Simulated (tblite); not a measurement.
## Frequency calculation of C10H8

The run: frequency calculation of C10H8. Method and program: GFN2-xTB harmonic vibrations, gas phase (tblite 0.8.0).

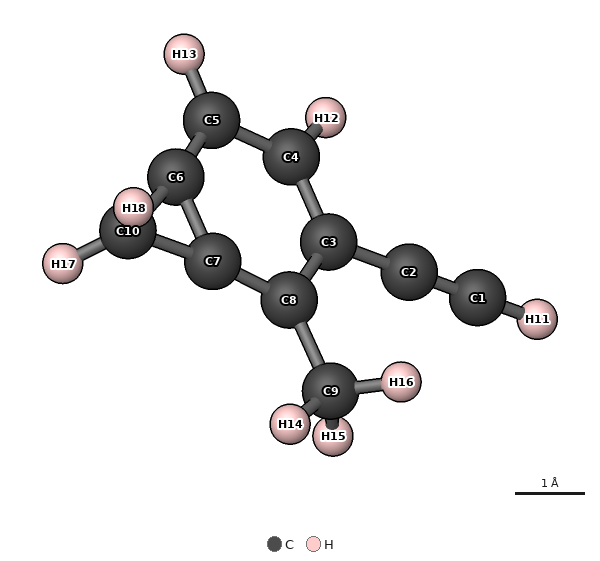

**Figure 1.** The structure (ball-and-stick view, seen at a tilt; atoms are numbered from 1 in the order of the input). Bond lengths as drawn: C–C 1.20 to 1.50 Å and C–H 1.05 to 1.09 Å.

**Key numbers**

```json
{"quantity": "outcome", "value": "converged"}
{"quantity": "total energy", "value": "−689.2072 eV"}
{"quantity": "zero-point energy", "value": "86.4860 kcal/mol"}
{"quantity": "hardware", "value": "1 CPU thread, shared host"}
{"quantity": "wall time", "value": "2.4 s"}
{"quantity": "peak memory", "value": "0.18 GiB"}
```

**The input**
```
{"job": {"kind": "ir", "xc": "GFN2-xTB", "basis": "xTB"}, "charge": 0, "multiplicity": 1}
C      3.140311     1.374858     0.251569
C      1.978262     1.073476     0.216586
C      0.607516     0.721831     0.175950
C     -0.335149     1.698104     0.490010
C     -1.721135     1.455628     0.480588
C     -2.026053     0.180443     0.134756
C     -1.093617    -0.787752    -0.176576
C      0.250492    -0.614699    -0.184111
C      1.279414    -1.647736    -0.516038
C     -2.532414    -1.171566    -0.223728
H      4.153501     1.645068     0.284380
H      0.024541     2.683086     0.751630
H     -2.430271     2.230803     0.728782
H      0.801266    -2.592194    -0.764083
H      1.884639    -1.321079    -1.361317
H      1.949880    -1.798637     0.329694
H     -3.006849    -1.316173    -1.188531
H     -2.933094    -1.807142     0.558782
```

The first line tells a small driver script what to run in tblite; the rest is the geometry in Å.

Command:
```bash
OMP_NUM_THREADS=1 python <driver script> task.json out
```

**Output**
```
mode    cm-1     km/mol
  1      81.2      0.20
  2      96.0      0.08
  3     123.8      0.04
  4     177.6      1.50
  5     241.0      0.63
  6     267.8      0.64
  7     350.7      0.08
  8     408.6      1.46
  9     428.3      0.79
 10     452.6      1.96
 11     490.9      1.68
 12     520.8      3.23
 13     579.1      0.16
 14     615.0      8.08
 15     670.5     17.20
 16     679.0      5.26
 17     756.8      0.03
 18     824.3     12.68
 19     824.8      0.19
 20     889.7      0.13
 21     940.9      3.04
 22     972.6      0.10
 23     977.3      0.03
 24    1029.6      7.81
 25    1050.5      4.68
 26    1060.5     17.95
 27    1102.3      7.63
 28    1157.9      2.73
 29    1210.4     12.71
 30    1237.4      4.23
 31    1333.2      0.03
 32    1387.3      3.80
 33    1402.2      9.58
 34    1439.6      3.53
 35    1449.1      0.46
 36    1471.6      4.03
 37    1479.4      5.37
 38    1660.1      9.01
 39    1771.3      9.57
 40    2252.9      3.33
 41    3003.3     17.36
 42    3006.4     42.70
 43    3014.8     72.71
 44    3017.5     22.60
 45    3044.7     24.06
 46    3069.4     36.56
 47    3083.4     48.22
 48    3393.5      3.33
```

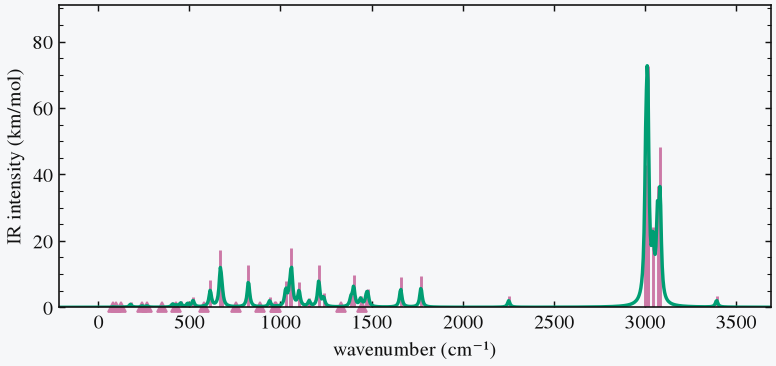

**Figure 2.** Harmonic infrared spectrum, unscaled: sticks (degenerate modes added up, dark ones marked on the axis) with a Lorentzian envelope of 16 cm⁻¹ full width, scaled to the tallest stick. 48 modes from 81 to 3394 cm⁻¹, none imaginary. The strongest line is at 3015 cm⁻¹ (73 km/mol).
